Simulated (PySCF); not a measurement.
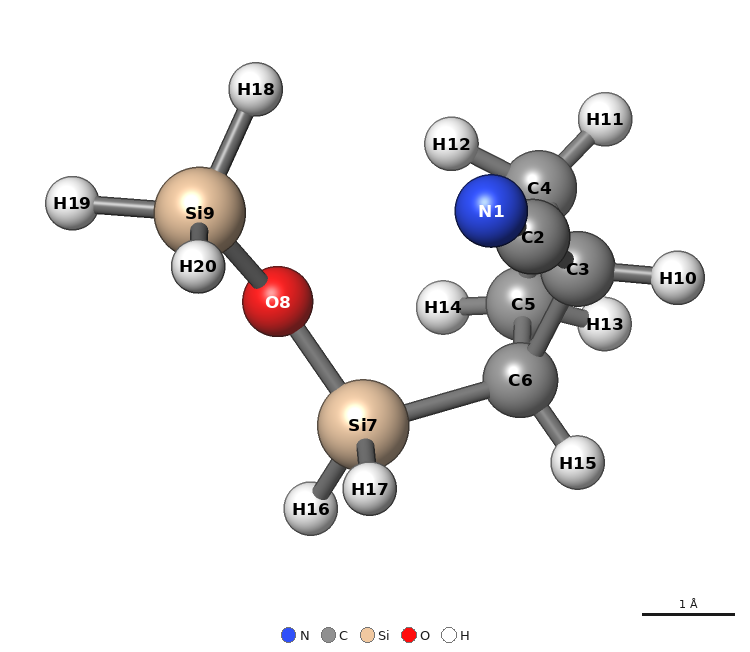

The geometry was computed by an optimisation with PBE0-D3(BJ)/def2-SVP. No frequency run is at hand to confirm it as a minimum.

List the bonds and their lengths. Leave out bonds to hydrogen.

```
  bond  length (Å)   order
 N1–C2       1.159  triple
 C2–C3       1.454  single
 C3–C4       1.548  single
 C3–C6       1.561  single
 C4–C5       1.537  single
 C5–C6       1.551  single
C6–Si7       1.885  single
Si7–O8       1.657  single
O8–Si9       1.666  single
```
